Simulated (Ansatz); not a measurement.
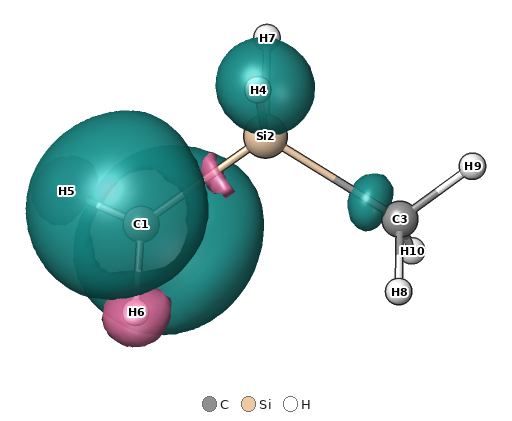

C₂H₇Si (doublet). Isosurfaces of the spin density at +0.015 (teal) and −0.015 e/Å³ (pink), seen across its widest extent.

Method: UKS PBE-D4/cc-pVDZ (Ansatz).

```xyz
10

C    -1.1460    0.8511   -0.7948
Si    0.5128    0.7610    0.0508
C     0.6938   -0.8305    1.0719
H     0.6862    1.9492    0.9828
H    -1.2873    1.3112   -1.7875
H    -2.0722    0.4886   -0.3152
H     1.6079    0.8559   -0.9888
H    -0.1100   -0.8989    1.8331
H     1.6696   -0.8431    1.5984
H     0.6352   -1.7267    0.4224
```

### Where is the unpaired spin?

The unpaired spin (1 electron) lies mostly on C1 (about 0.8) and Si2 (about 0.1), in electrons by Hirshfeld's partition.
